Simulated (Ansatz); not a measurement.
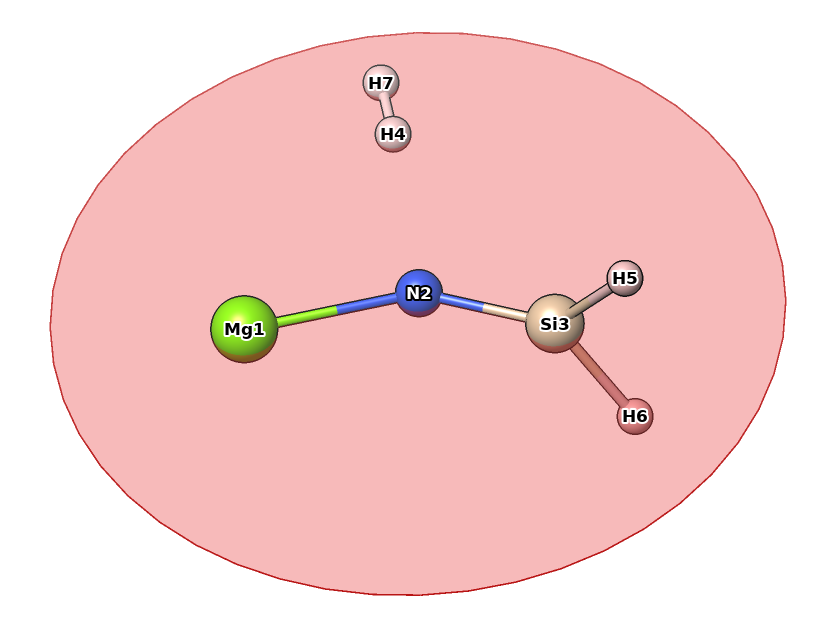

A disc through the centre of mass is drawn in. Atoms fade into the background with distance from the viewer. The species has charge −1 and is a spin singlet. The computed structure is the end point of a PBE-D4/def2-SVPD optimisation. No frequency run is at hand to confirm it as a minimum.

**Is the plane of the disc a mirror plane of the structure?**

Yes. The reflection leaves Mg1, N2, Si3, H4, H7 in place and moves H5 ↔ H6. The point group is Cs.
